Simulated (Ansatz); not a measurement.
Structure of PtSe:

```
Pt Se
1.0
     5.21178    0.00000    0.00000
     0.00000    5.21178    0.00000
     0.00000    0.00000    5.21178
Pt Se
4 4
Direct
  0.50000 0.00000 0.00000
  0.50000 0.50000 0.50000
  0.00000 0.00000 0.50000
  0.00000 0.50000 0.00000
  0.00000 0.00000 0.00000
  0.00000 0.50000 0.50000
  0.50000 0.00000 0.50000
  0.50000 0.50000 0.00000
```

It is based on the input geometry of an electronic-structure calculation (not necessarily at equilibrium); the starting structure was generated, so it need not be a known form of this composition.

Question: Where will the first 4 clear peaks of its neutron PDF lie (peak width σ = 0.08 Å), and from which pairs do they come?

Answer: 1. 2.61 Å: Pt–Se at 2.61 Å
2. 3.69 Å: Pt–Pt at 3.69 Å; Se–Se at 3.69 Å
3. 4.51 Å: Pt–Se at 4.51 Å
4. 5.21 Å: Pt–Pt at 5.21 Å; Se–Se at 5.21 Å

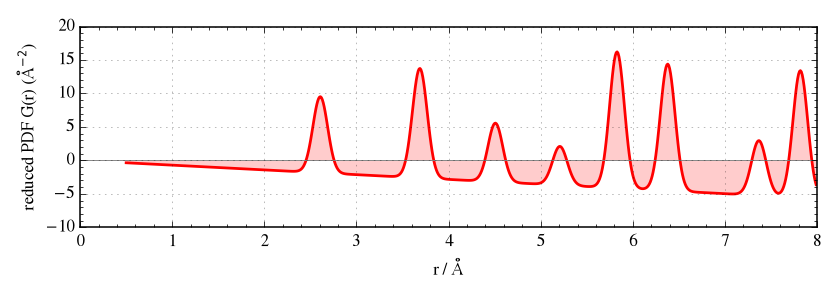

Simulated neutron pair distribution function, G(r) = R(r)/r − 4πρ₀r, summed over the atomic distances of the structure with each pair weighted by the product of the tabulated coherent neutron scattering lengths (natural isotope mix where the element has one); every distance is a Gaussian of σ = 0.08 Å.
